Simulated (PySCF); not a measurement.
```yaml
atoms:
  - { symbol: C, position_ang: [2.3761, -0.6170, 0.0951] }
  - { symbol: C, position_ang: [1.6386, 0.2382, 0.7969] }
  - { symbol: N, position_ang: [0.5165, 0.8866, 0.3510] }
  - { symbol: C, position_ang: [-0.5713, 0.3805, -0.0336] }
  - { symbol: C, position_ang: [-0.9280, -1.0796, 0.0151] }
  - { symbol: C, position_ang: [-1.6335, 1.2946, -0.5599] }
  - { symbol: H, position_ang: [2.0780, -0.9419, -0.8873] }
  - { symbol: H, position_ang: [3.3210, -0.9740, 0.4627] }
  - { symbol: H, position_ang: [1.9723, 0.6018, 1.7621] }
  - { symbol: H, position_ang: [-1.9156, -1.2118, 0.4524] }
  - { symbol: H, position_ang: [-0.1942, -1.6368, 0.5931] }
  - { symbol: H, position_ang: [-0.9525, -1.4823, -0.9968] }
  - { symbol: H, position_ang: [-1.2622, 2.3139, -0.6067] }
  - { symbol: H, position_ang: [-2.5085, 1.2614, 0.0880] }
  - { symbol: H, position_ang: [-1.9411, 0.9743, -1.5540] }
```

Geometry: GFN2-xTB.

These are results of PBE0/pcSseg-1, SCF density, gas phase, non-relativistic (PySCF), not measurements.

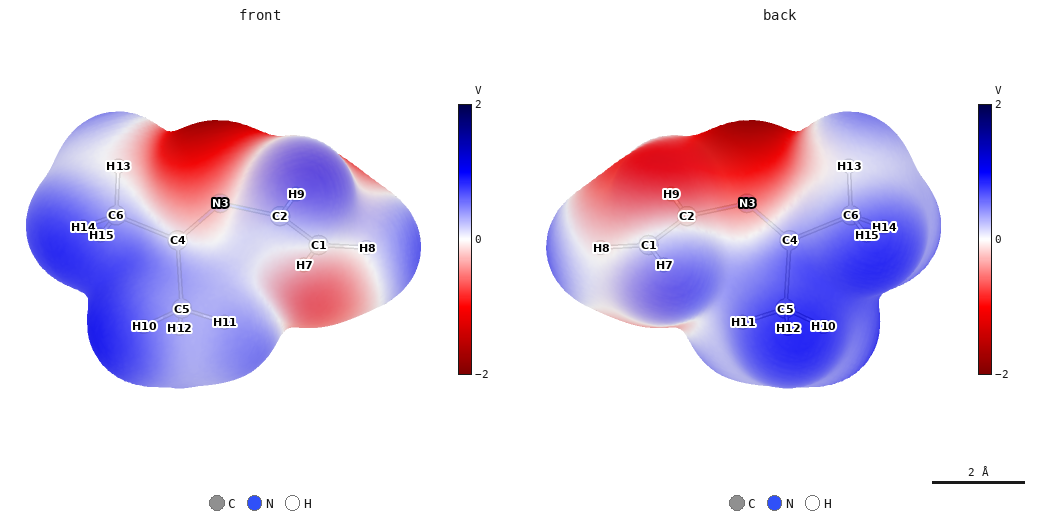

C5H9N (SMILES C=CN=C(C)C). The electrostatic potential painted on the density surface at 0.002 e/bohr³, seen from the front and from behind; the colour scale runs from red (negative) to blue (positive).

Describe the electrostatic potential map.

Answer. The most negative region (about −1.7 V) lies over N3, the most positive (about +0.9 V) over H10 and H12. N3 is the likeliest acceptor of a hydrogen bond.
